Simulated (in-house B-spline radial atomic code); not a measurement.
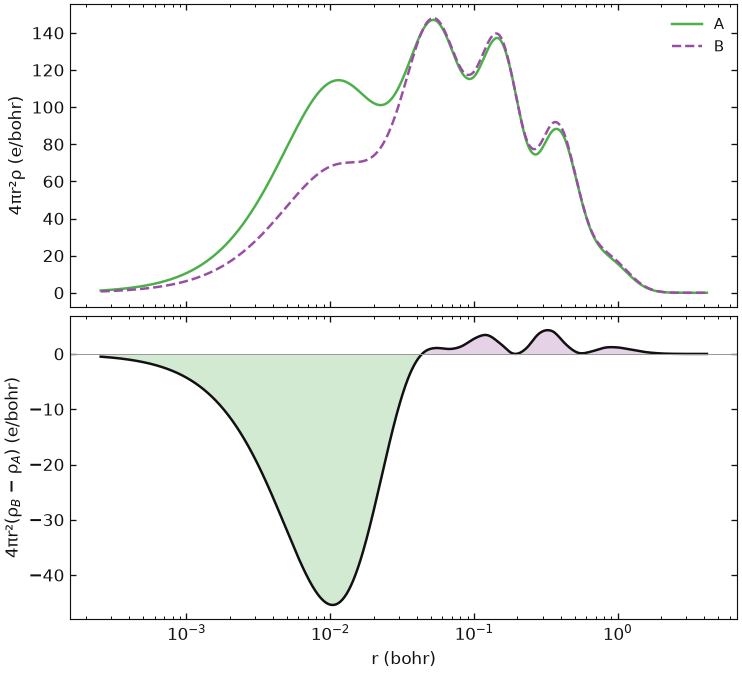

Two charge states of gold were computed: Au¹⁰⁺ in [Kr] 4d10 4f13 5s2 5p5 5d3 (4f5/2: 6, 4f7/2: 7, 5p1/2: 2, 5p3/2: 3, 5d3/2: 1.2, 5d5/2: 1.8); Au⁹⁺ in 1s1 2s2 2p6 3s2 3p6 3d10 4s2 4p6 4d10 4f14 5s2 5p6 5d3 (open shells shared over both j by 2j + 1). The calculation used an in-house B-spline radial code at this level: Dirac-Hartree-Fock, average of configuration, Fermi nucleus, basis-set limit.

The plot shows both radial densities and the radial density of run B less that of run A; on the logarithmic r axis, areas aren't charges.

### Assign A and B and describe the change of the density.

A is Au¹⁰⁺ in [Kr] 4d10 4f13 5s2 5p5 5d3 (4f5/2: 6, 4f7/2: 7, 5p1/2: 2, 5p3/2: 3, 5d3/2: 1.2, 5d5/2: 1.8); B is Au⁹⁺ in 1s1 2s2 2p6 3s2 3p6 3d10 4s2 4p6 4d10 4f14 5s2 5p6 5d3 (open shells shared over both j by 2j + 1). B holds 1.9 electrons more than A where the difference is positive (most at r = 0.33 bohr) and 0.90 electrons fewer where it is negative (most at r = 0.010 bohr), a net change of +1. The energy of B less that of A is 80.86 keV.
